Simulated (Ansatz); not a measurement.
The starting structures come from a database of crystals and need not be the phases stable at ambient conditions.

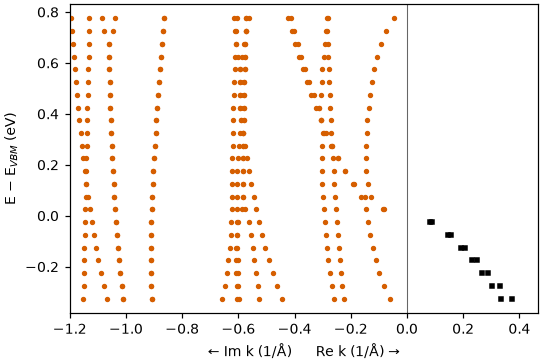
Figure. Complex bands at the centre of the two-dimensional zone; PBEsol (Ansatz, a first-principles code)

No gap correction and no spin-orbit coupling; mid-gap values are interpolated between computed energies.

This is Rb$_{2}$Pd(IBr$_{2}$)$_{2}$ (I4/mmm, not sure to be the ambient phase, 9 atoms a cell, 36.5 Å³ an atom, -2 GPa at this level) along the normal of (101). Read off the slowest decay at the centre of the two-dimensional zone at 0.23 eV, the computed energy nearest the middle of the gap.

κ ≈ 0.15 1/Å, a decay length 1/(2κ) of the density of 3.4 Å.
